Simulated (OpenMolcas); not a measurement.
Run report: Cu³⁺ complex, multiconfigurational calculation

- system: Cu³⁺ with 6 ligands (NH3; octahedron, 1.86 Å), with no charges around it.
- method: state-averaged CASSCF, active space 8 electrons in the shell 3d, basis ANO-RCC-VDZP on the metal and ANO-RCC-VDZP on the ligands, DKH2 scalar Hamiltonian, spin-orbit coupling by RASSI with atomic mean-field integrals (OpenMolcas)

**Output (extracts)**
```
--- SEWARD ---
Basis set label: CU.ANO-RCC...5S4P2D1F.

      Electronic valence basis set:
      ------------------
      Associated Effective Charge  29.000000 au
      Associated Actual Charge     29.000000 au
      Nuclear Model: Point charge

      Shell  nPrim  nBasis  Cartesian Spherical Contaminant
         s      21       5        X
         p      15       4        X
         d      10       2                 X
         f       6       1                 X
                  Relativistic Douglas-Kroll-Hess integrals:
                    - DKH order of Hamiltonian: 2
                    - DKH order of Properties : 0
                  Atomic mean-field integrals
--- RASSCF ---
Wave function specifications:
      -----------------------------

      Number of closed shell electrons          78
      Number of electrons in active shells       8
      Max number of holes in RAS1 space          0
      Max nr of electrons in RAS3 space          0
      Number of inactive orbitals               39
      Number of active orbitals                  5
      Number of secondary orbitals             164
      Spin quantum number                      1.0
      State symmetry                             1
Orbital specifications:
      -----------------------

      Symmetry species                           1   2
                                                ag  au
      Frozen orbitals                            0   0
      Inactive orbitals                         18  21
      Active orbitals                            5   0
      RAS1 orbitals                              0   0
      RAS2 orbitals                              5   0
      RAS3 orbitals                              0   0
      Secondary orbitals                        79  85
      Deleted orbitals                           0   0
      Number of basis functions                102 106
      Number of CSFs                            10
      Number of root(s) required                10
      Iter CI   SX   CI       RASSCF       Energy    max ROT     max BLB   max BLB  Level Ln srch  Step   QN
          iter iter root      energy       change     param      element    value   shift minimum  type update
 Nr of preliminary CI iterations:   1
      Total energies have been shifted. Add                -1000.00 au
        1   1   11    0  -988.93352228    0.00E+00  -1.00E-01*  21  27 1  5.54E-01*  1.67   0.00    SX    NO
        2   1   12    0  -989.27318985   -3.40E-01*  9.00E-02    5  33 2  1.92E-01*  1.21   0.00    SX    NO
        3   1   11    0  -989.33253555   -5.93E-02* -6.67E-02   10  42 1  3.81E-02*  1.16   0.00    SX    NO
        4   1   11    0  -989.34634360   -1.38E-02*  3.28E-02    4  32 2  2.66E-02*  1.07   0.00    SX    NO
        5   1   10    0  -989.35070451   -4.36E-03*  2.89E-02   10  24 1 -1.20E-02*  1.07   1.99    LS   YES
        6   1   11    0  -989.35209679   -1.39E-03* -3.24E-02    6  34 2 -3.44E-02*  1.07   1.12    QN   YES
        7   1   10    0  -989.35343487   -1.34E-03*  6.45E-03   10  42 1 -5.21E-03*  1.04   1.06    QN   YES
        8   1    9    0  -989.35359662   -1.62E-04*  4.19E-03   10  53 1 -2.41E-03*  1.04   1.66    LS   YES
        9   1    9    0  -989.35362776   -3.11E-05* -4.81E-04    6  34 2  2.05E-03*  1.04   1.04    QN   YES
       10   1    8    0  -989.35363833   -1.06E-05* -2.51E-04   10  24 1  6.93E-04*  1.04   1.52    LS   YES
       11   1    8    0  -989.35363975   -1.42E-06* -5.50E-04    3  34 2  5.46E-04*  1.04   1.00    QN   YES
       12   1    7    0  -989.35364063   -8.81E-07* -2.59E-04   10  24 1  1.74E-04*  1.04   1.47    LS   YES
       13   1    7    0  -989.35364073   -1.01E-07*  2.92E-05   23  29 1 -1.22E-04*  1.04   1.00    QN   YES
       14   1    6    0  -989.35364079   -6.08E-08*  1.84E-05   10  53 1  4.60E-05   1.04   1.63    LS   YES
       15   1    6    0  -989.35364080   -1.08E-08* -7.75E-06    5  23 2  3.35E-05   1.04   1.00    QN   YES
       16   1    5    0  -989.35364081   -6.15E-09  -6.39E-06   10  31 1  1.13E-05   1.04   1.77    QN   YES
      Convergence after 16 iterations
       17   1    5    0  -989.35364081   -2.42E-09  -6.39E-06   10  30 1  6.43E-06   1.04   1.77    QN   YES
      Natural orbitals and occupation numbers for root  1
      sym 1:   2.000000   2.000000   1.000000   2.000000   1.000000
      Natural orbitals and occupation numbers for root  2
      sym 1:   1.499813   2.000000   1.499813   1.500187   1.500187
      Natural orbitals and occupation numbers for root  3
      sym 1:   2.000000   1.251006   1.748994   1.748994   1.251006
::    RASSCF root number  1 Total energy:  -1989.50358774
::    RASSCF root number  2 Total energy:  -1989.40314974
::    RASSCF root number  3 Total energy:  -1989.40297682
::    RASSCF root number  4 Total energy:  -1989.40297682
::    RASSCF root number  5 Total energy:  -1989.35362213
::    RASSCF root number  6 Total energy:  -1989.35362213
::    RASSCF root number  7 Total energy:  -1989.35322144
::    RASSCF root number  8 Total energy:  -1989.25510457
::    RASSCF root number  9 Total energy:  -1989.25407335
::    RASSCF root number 10 Total energy:  -1989.25407335
--- RASSCF ---
Wave function specifications:
      -----------------------------

      Number of closed shell electrons          78
      Number of electrons in active shells       8
      Max number of holes in RAS1 space          0
      Max nr of electrons in RAS3 space          0
      Number of inactive orbitals               39
      Number of active orbitals                  5
      Number of secondary orbitals             164
      Spin quantum number                      0.0
      State symmetry                             1
Orbital specifications:
      -----------------------

      Symmetry species                           1   2
                                                ag  au
      Frozen orbitals                            0   0
      Inactive orbitals                         18  21
      Active orbitals                            5   0
      RAS1 orbitals                              0   0
      RAS2 orbitals                              5   0
      RAS3 orbitals                              0   0
      Secondary orbitals                        79  85
      Deleted orbitals                           0   0
      Number of basis functions                102 106
      Number of CSFs                            15
      Number of root(s) required                15
      Iter CI   SX   CI       RASSCF       Energy    max ROT     max BLB   max BLB  Level Ln srch  Step   QN
          iter iter root      energy       change     param      element    value   shift minimum  type update
 Nr of preliminary CI iterations:   1
      Total energies have been shifted. Add                -1000.00 au
        1   1    9    0  -989.27182612    0.00E+00  -1.48E-02   19  25 1 -1.44E-02*  1.04   0.00    SX    NO
        2   1    9    0  -989.27256596   -7.40E-04* -1.04E-02   19  25 1 -5.88E-03*  1.04   0.00    SX    NO
        3   1    9    0  -989.27286844   -3.02E-04*  6.31E-03   19  25 1 -5.11E-03*  1.03   0.00    SX    NO
        4   1    9    0  -989.27299924   -1.31E-04* -4.54E-03   19  25 1 -2.36E-03*  1.03   0.00    SX    NO
        5   1    9    0  -989.27305699   -5.78E-05* -6.64E-03   19  25 1 -2.04E-03*  1.03   2.50    LS   YES
        6   1    9    0  -989.27309863   -4.16E-05*  2.20E-03   19  25 1 -1.60E-03*  1.02   1.32    QN   YES
        7   1    8    0  -989.27310333   -4.70E-06*  1.63E-04   19  25 1  9.48E-04*  1.02   0.78    QN   YES
        8   1    7    0  -989.27310408   -7.51E-07* -8.07E-05   13  24 1 -1.15E-04*  1.02   1.00    QN   YES
        9   1    7    0  -989.27310413   -4.48E-08* -5.95E-05   13  24 1 -6.77E-05   1.02   1.74    LS   YES
       10   1    6    0  -989.27310414   -1.08E-08* -7.69E-05   13  24 1 -3.28E-05   1.02   1.07    QN   YES
       11   1    5    0  -989.27310415   -7.37E-09  -1.68E-05   13  24 1 -6.86E-06   1.02   1.20    QN   YES
      Convergence after 11 iterations
       12   1    5    0  -989.27310415   -7.59E-10  -1.68E-05   13  30 1 -6.54E-06   1.02   1.20    QN   YES
      Natural orbitals and occupation numbers for root  1
      sym 1:   1.999520   1.997223   1.004412   1.004412   1.994433
      Natural orbitals and occupation numbers for root  2
      sym 1:   1.994597   1.996894   1.004412   1.004412   1.999684
      Natural orbitals and occupation numbers for root  3
      sym 1:   1.971469   1.971699   1.042566   1.042566   1.971699
::    RASSCF root number  1 Total energy:  -1989.43103556
::    RASSCF root number  2 Total energy:  -1989.43103556
::    RASSCF root number  3 Total energy:  -1989.37604148
::    RASSCF root number  4 Total energy:  -1989.33058163
::    RASSCF root number  5 Total energy:  -1989.33029291
::    RASSCF root number  6 Total energy:  -1989.33029291
::    RASSCF root number  7 Total energy:  -1989.30697670
::    RASSCF root number  8 Total energy:  -1989.30677800
::    RASSCF root number  9 Total energy:  -1989.30677800
::    RASSCF root number 10 Total energy:  -1989.18123375
::    RASSCF root number 11 Total energy:  -1989.18123375
::    RASSCF root number 12 Total energy:  -1989.17997441
::    RASSCF root number 13 Total energy:  -1989.17997441
::    RASSCF root number 14 Total energy:  -1989.17958095
::    RASSCF root number 15 Total energy:  -1989.04475218
--- RASSI ---
SPIN-FREE ENERGIES:
  (Shifted by EMIN (a.u.) =      -1989.5035877394)

 SF State       Relative EMIN(au)   Rel lowest level(eV)    D:o, cm**(-1)

     1             0.0000000000        0.0000000000              0.0000
    11             0.0725521778        1.9742453328          15923.3625
    12             0.0725521778        1.9742453328          15923.3625
     2             0.1004379977        2.7330571486          22043.5925
     4             0.1006109152        2.7377624744          22081.5435
     3             0.1006109152        2.7377624744          22081.5435
    13             0.1275462547        3.4707104013          27993.1672
     5             0.1499656075        4.0807720689          32913.6464
     6             0.1499656075        4.0807720689          32913.6464
     7             0.1503662947        4.0916753243          33001.5871
    14             0.1730061057        4.7077359657          37970.4513
    15             0.1732948329        4.7155926315          38033.8196
    16             0.1732948329        4.7155926315          38033.8196
    17             0.1966110438        5.3500590523          43151.1364
    18             0.1968097423        5.3554659156          43194.7456
    19             0.1968097423        5.3554659156          43194.7456
     8             0.2484831738        6.7615716174          54535.7530
     9             0.2495143914        6.7896324792          54762.0791
    10             0.2495143914        6.7896324792          54762.0791
    20             0.3223539906        8.7716989449          70748.5232
    21             0.3223539906        8.7716989449          70748.5232
    22             0.3236133297        8.8059673102          71024.9163
    23             0.3236133297        8.8059673102          71024.9163
    24             0.3240067869        8.8166738256          71111.2701
    25             0.4588355623       12.4855517085         100702.7659
     Dipole printing threshold changed to   1.00000000E+00
Eigenvalues of complex Hamiltonian:
   -----------------------------------
  (Shifted by EMIN (a.u.) =      -1989.5035877394)

 SO State       Relative EMIN(au)   Rel lowest level(eV)    D:o, cm**(-1)

     1            -0.0003491598        0.0000000000              0.0000
     2            -0.0003491598        0.0000000000              0.0000
     3            -0.0003485038        0.0000178483              0.1440
     4             0.0716424332        1.9589910427          15800.3283
     5             0.0716424332        1.9589910427          15800.3283
     6             0.0992404401        2.7099710666          21857.3907
     7             0.0993277823        2.7123477694          21876.5601
     8             0.0993277823        2.7123477695          21876.5601
     9             0.0996088494        2.7199959967          21938.2472
    10             0.0996088494        2.7199959966          21938.2472
    11             0.1014545711        2.7702206416          22343.3363
    12             0.1014545711        2.7702206416          22343.3363
    13             0.1015309889        2.7723000769          22360.1081
    14             0.1025285860        2.7994460755          22579.0553
    15             0.1263722236        3.4482645087          27812.1289
    16             0.1492749629        4.0714797921          32838.6992
    17             0.1494730251        4.0768693412          32882.1688
    18             0.1494730251        4.0768693412          32882.1688
    19             0.1495978123        4.0802649736          32909.5564
    20             0.1507747688        4.1122915910          33167.8685
    21             0.1507747688        4.1122915909          33167.8685
    22             0.1509869105        4.1180642614          33214.4282
    23             0.1513157372        4.1270120917          33286.5974
    24             0.1513157372        4.1270120918          33286.5974
    25             0.1727861775        4.7112525339          37998.8143
    26             0.1730746384        4.7191019560          38062.1242
    27             0.1730746384        4.7191019561          38062.1242
    28             0.1967137308        5.3623544300          43250.3053
    29             0.1969100896        5.3676976254          43293.4010
    30             0.1969100896        5.3676976254          43293.4010
    31             0.2483239658        6.7667404671          54577.4425
    32             0.2485709489        6.7734612206          54631.6491
    33             0.2485709489        6.7734612206          54631.6491
    34             0.2493822323        6.7955373676          54809.7052
    35             0.2497205286        6.8047428786          54883.9527
    36             0.2497997325        6.8068981250          54901.3359
    37             0.2497997325        6.8068981250          54901.3359
    38             0.2501193464        6.8155952631          54971.4831
    39             0.2501193464        6.8155952631          54971.4831
    40             0.3225480883        8.7864817339          70867.7545
    41             0.3225480883        8.7864817339          70867.7545
Weights of the five most important spin-orbit-free states for each spin-orbit state.

 SO State  Total energy (au)           Spin-free states, spin, and weights
 -------------------------------------------------------------------------------------------------------
    1        -0.000349       1 1.0  0.9969    2 1.0  0.0013    3 1.0  0.0012   15 0.0  0.0004    4 1.0  0.0001
    2        -0.000349       1 1.0  0.9969    2 1.0  0.0013    4 1.0  0.0012   16 0.0  0.0004    3 1.0  0.0001
    3        -0.000349       1 1.0  0.9969    4 1.0  0.0013    3 1.0  0.0013   14 0.0  0.0004   24 0.0  0.0000
    4         0.071642      12 0.0  0.9750    3 1.0  0.0088    2 1.0  0.0076    4 1.0  0.0062    5 1.0  0.0011
    5         0.071642      11 0.0  0.9750    4 1.0  0.0088    2 1.0  0.0076    3 1.0  0.0062    6 1.0  0.0011
    6         0.099240       2 1.0  0.6862    3 1.0  0.1548    4 1.0  0.1548    6 1.0  0.0017    5 1.0  0.0017
    7         0.099328       4 1.0  0.4579    3 1.0  0.2846    2 1.0  0.2527    7 1.0  0.0024    6 1.0  0.0007
    8         0.099328       3 1.0  0.4579    4 1.0  0.2846    2 1.0  0.2527    7 1.0  0.0024    5 1.0  0.0007
    9         0.099609       4 1.0  0.4524    2 1.0  0.2777    3 1.0  0.2380   11 0.0  0.0170    6 1.0  0.0045
   10         0.099609       3 1.0  0.4524    2 1.0  0.2777    4 1.0  0.2380   12 0.0  0.0170    5 1.0  0.0045
   11         0.101455       2 1.0  0.4544    4 1.0  0.3735    3 1.0  0.1648    1 1.0  0.0026    6 1.0  0.0016
   12         0.101455       2 1.0  0.4544    3 1.0  0.3735    4 1.0  0.1648    1 1.0  0.0026    5 1.0  0.0016
```

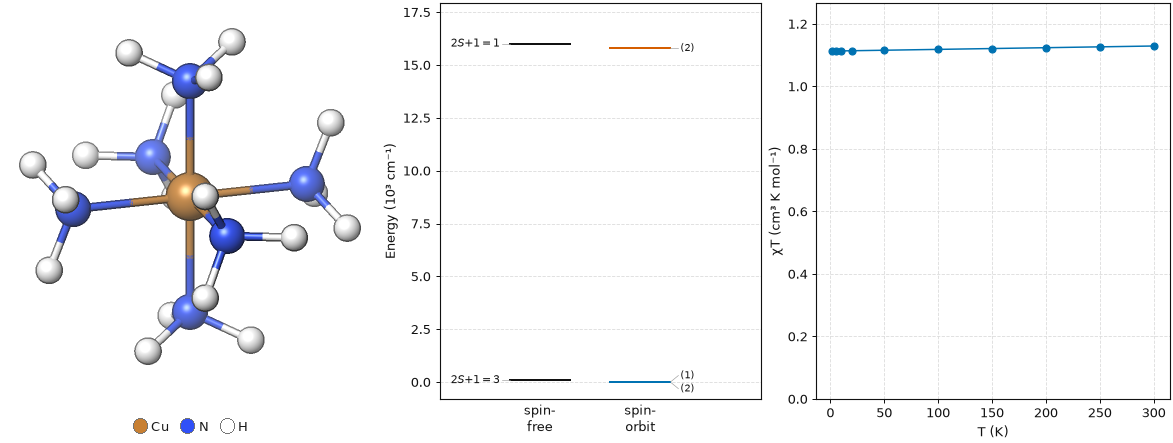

**Figure 1.** Cu³⁺ (3d⁸) with 6 ligands, NH₃, at 1.86 Å (arrangement: octahedron, Ci), and its levels and susceptibility. Labels give the representation in O, Td, D4 or D3 as the site allows (double group for half-integer spin) where it could be assigned and, in brackets, the degeneracy; spin-free states, where drawn, share the zero of the spin-orbit levels. Powder susceptibility by Van Vleck's formula. The ground level is doubly degenerate, 100 % from states of spin multiplicity 3. Its principal g values are 0.00, 0.00 and 4.22, easy-axis. The next level lies at 0.14 cm⁻¹. χT is 1.11 cm³ K mol⁻¹ at 2 K and 1.13 at 300 K, an effective moment of 3.01 μB. The active orbitals hold 74 to 97 % metal character (Löwdin), and the Mulliken charge of the metal is +0.97.

**Input**
```
&GATEWAY
Coord
25

Cu 0.0 0.0 0.0
N 1.860000 0.000000 0.000000
H 2.242099 0.945728 0.000000
H 2.242099 -0.472864 0.819024
H 2.242099 -0.472864 -0.819024
N 0.000000 1.860000 0.000000
H 0.000000 2.242099 0.945728
H 0.819024 2.242099 -0.472864
H -0.819024 2.242099 -0.472864
N -1.860000 0.000000 0.000000
H -2.242099 -0.945728 0.000000
H -2.242099 0.472864 -0.819024
H -2.242099 0.472864 0.819024
N 0.000000 -1.860000 0.000000
H 0.000000 -2.242099 -0.945728
H -0.819024 -2.242099 0.472864
H 0.819024 -2.242099 0.472864
N 0.000000 0.000000 1.860000
H 0.945728 0.000000 2.242099
H -0.472864 0.819024 2.242099
H -0.472864 -0.819024 2.242099
N 0.000000 0.000000 -1.860000
H -0.945728 0.000000 -2.242099
H 0.472864 -0.819024 -2.242099
H 0.472864 0.819024 -2.242099
Basis=Cu.ANO-RCC-VDZP,H.ANO-RCC-VDZP,N.ANO-RCC-VDZP
Group=XYZ
NoMove
AngMom=0.0 0.0 0.0
AMFI
RICD
&SEWARD
&RASSCF
FileOrb=start.orb
Symmetry=1
Spin=3
nActEl=8 0 0
Inactive=18 21
Ras2=5 0
CIRoot=10 10 1
SDav=10
CIMx=300
Iter=150 100
PrWF=0.3
OrbListing=Nothing
MaxOrb=0
LevShft=1.0
>>> COPY $Project.JobIph JOB001
&RASSCF
FileOrb=start.orb
Symmetry=1
Spin=1
nActEl=8 0 0
Inactive=18 21
Ras2=5 0
CIRoot=15 15 1
SDav=15
CIMx=300
Iter=150 100
PrWF=0.3
OrbListing=Nothing
MaxOrb=0
LevShft=1.0
>>> COPY $Project.JobIph JOB002
&RASSI
NrOfJobIphs=2 10 15
1 2 3 4 5 6 7 8 9 10
1 2 3 4 5 6 7 8 9 10 11 12 13 14 15
IphNames
JOB001
JOB002
EJob
SpinOrbit
DIPRint=1.0
SOCoupling=1000.0
Subsets=2
Property=9
'ANGMOM' 1 'ANGMOM' 2 'ANGMOM' 3 'MLTPL  1' 1 'MLTPL  1' 2 'MLTPL  1' 3
'AMFI' 1 'AMFI' 2 'AMFI' 3
SOProperty=3
'ANGMOM' 1 'ANGMOM' 2 'ANGMOM' 3
```

The file start.orb holds starting orbitals from an earlier step. A driver script formed the levels outside the program, from RASSI's spin-orbit matrix and the active-space energies, averaged over the components of each term or state.

Run as:
```bash
OMP_NUM_THREADS=1 MOLCAS_MEM=2457 MOLCAS_PROJECT=a pymolcas a.inp > a.log  # once for each step of the input, in one work folder
```

**Key numbers**

- outcome: converged
- energy of the lowest spin-free term: −1989.50359 hartree
- energy of the lowest spin-orbit level: −1989.50394 hartree
- largest spread among components of a term: 0.0 cm⁻¹
- hardware: 1 thread of Intel Xeon (Sapphire Rapids), 16 GiB of memory available, shared host
- wall time: 30 s
- peak memory: 0.18 GiB

**Notes**

Without dynamic correlation the splittings between terms come out too large, often by 20 to 50 %. To bear in mind: covalent bonds, ligand orbitals missing from the active space; distances are set from ionic radii, not optimised.
